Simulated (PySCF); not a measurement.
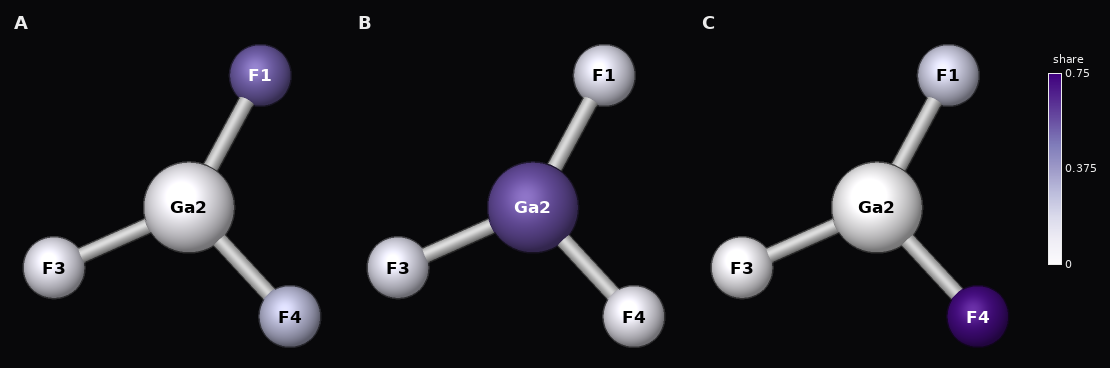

Each panel colours the atoms by their Löwdin share in one orbital (up to four of the largest shares; other atoms are shown as zero). Geometry: a frame of a GFN2-xTB molecular-dynamics simulation, not a minimum. Computed with PBE0/def2-SVPD (PySCF 2.14.0).

### The panels show the HOMO−2, HOMO, LUMO, in some order. Which is which?

A: HOMO−2, −11.90 eV; F1 0.53, F4 0.28, F3 0.13, Ga2 0.07
B: LUMO, −3.52 eV; Ga2 0.57, F1 0.16, F3 0.16, F4 0.11
C: HOMO, −11.61 eV; F4 0.72, F1 0.22, F3 0.04
